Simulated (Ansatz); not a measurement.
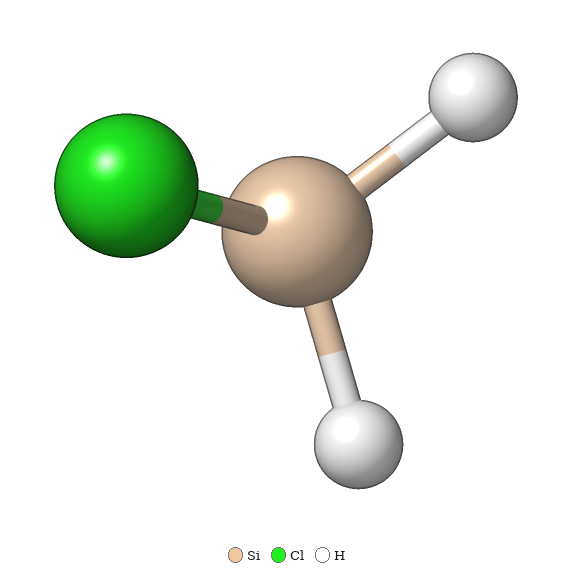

The species is neutral and a spin doublet. Computed geometry: PBE0-D4/def2-TZVP optimisation. No frequency run is at hand to confirm it as a minimum. Level of theory: UHF-CCSD(T), frozen core/def2-TZVPP (Ansatz 0.2.0).

### Give the T1 diagnostic at this level.

0.013.

### Give the ⟨S²⟩ of the determinant at this level.

0.755.
